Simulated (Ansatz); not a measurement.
## Electronic structure of CH₈BNO in real space

```xyz
12

C    -0.4956   -0.7515   -0.1329
B    -0.2092    0.8121   -0.4042
N    -0.7290    1.1059   -2.0188
O     1.1611    1.2296   -0.4042
H    -0.2489   -1.0078    0.9123
H    -1.5524   -1.0405   -0.2787
H     0.1151   -1.4198   -0.7746
H    -0.9426    1.5910    0.2072
H    -0.4479    2.0584   -2.2612
H    -0.2819    0.4686   -2.6836
H    -1.7431    1.0282   -2.1214
H     1.7546    0.4729   -0.3529
```

Geometry: B3LYP-D3(BJ)/def2-SVP.

Level of theory: isolated molecule in a Gaussian basis; Kohn-Sham density functional theory, functional PBE0 in Ansatz.

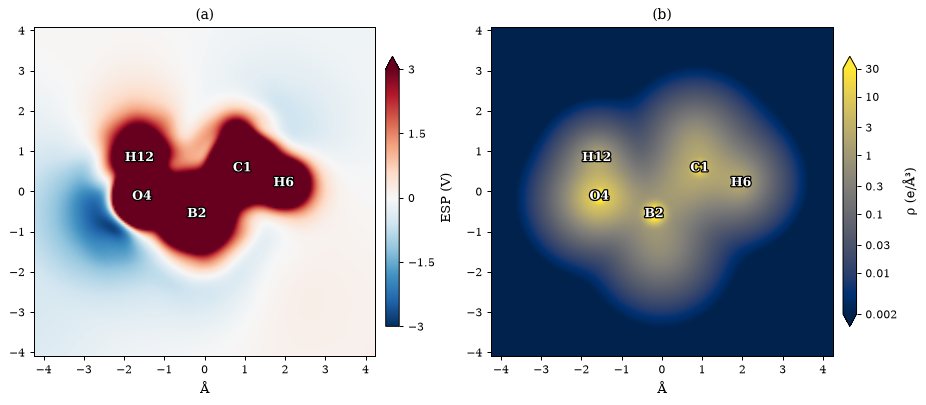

Figure 1. (a) electrostatic potential; (b) electron density on the plane of atoms B2, O4 and H12.

### Describe what can be read from this map.

The plane passes through C, B, O and H nuclei. B–O (1.43 Å): ρ is about 1.8 e/Å³ halfway. C–B (1.61 Å): the density is about 1.3 e/Å³ at the midpoint. O–H (0.96 Å): ρ at the midpoint is about 3.7 e/Å³. C–H (1.11 Å): ρ is about 1.9 e/Å³ halfway. Outside the dense part of the molecule the potential is most negative (−2.8 V) near O4.

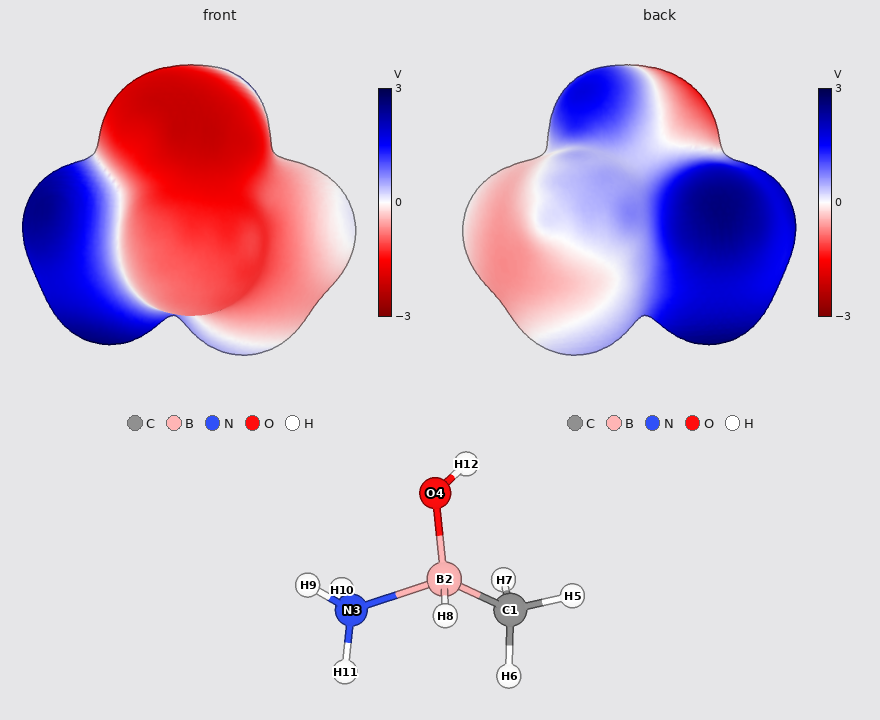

Figure 2. The electrostatic potential painted on the density surface at 0.002 e/bohr³, seen from the front and from behind; the colour scale runs from red (negative) to blue (positive). The bare structure is drawn below in the same view.

### Which sites attract a positive test charge, and which a negative one?

A positive charge is drawn to the negative regions and a negative charge to the positive ones. The most negative region (about −2.2 V) lies over O4, the most positive (about +2.6 V) over H10 and H11. O4 is the likeliest acceptor of a hydrogen bond.

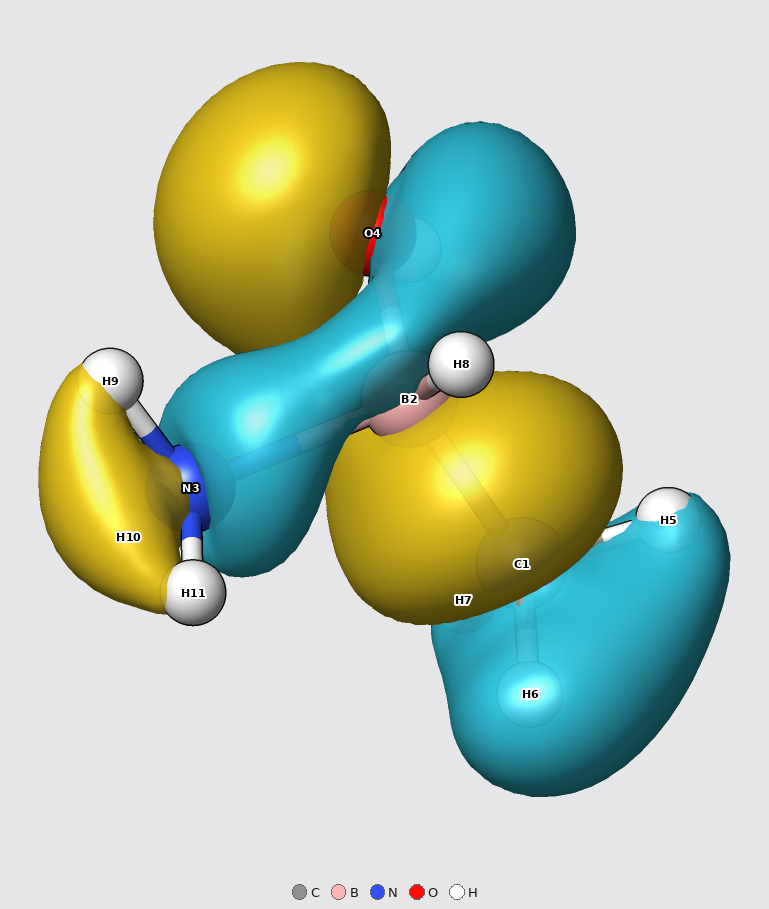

Figure 3. The HOMO−1 at ±0.08 Å⁻³ᐟ² (yellow and cyan are the two phases), seen at an oblique angle.

### Describe this orbital and give its energy.

It lies mainly on O4 (about 45 %), C1 (about 25 %), B2 (about 15 %) and N3 (about 5 %). Its energy is −7.75 eV.
